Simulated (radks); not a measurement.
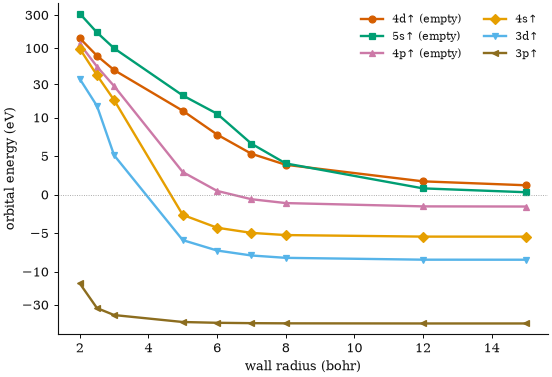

A free Mn atom in the configuration [Ar] 3d5 4s2 (high spin). It is put inside a hard spherical wall of varying radius. Computed with the in-house radial solver radks: non-relativistic Kohn-Sham, PBEsol, spin-polarised, spherical densities, point nucleus. The plot shows the outer orbital energies (spin up), on a scale that is linear within ±10 eV and logarithmic beyond.

How do the levels move, and do any cross?

The levels rise as the wall closes in: 4d↑ goes from 1.22 eV at 15 bohr to 138.9 eV at 2 bohr. On compression 4d↑ drops below 5s↑ between 12 and 8 bohr; the level of higher l rises less. The fastest to rise is 5s↑ (by 314.1 eV), the slowest 3p↑ (by 40.9 eV): the wall presses hardest on the most extended orbitals.
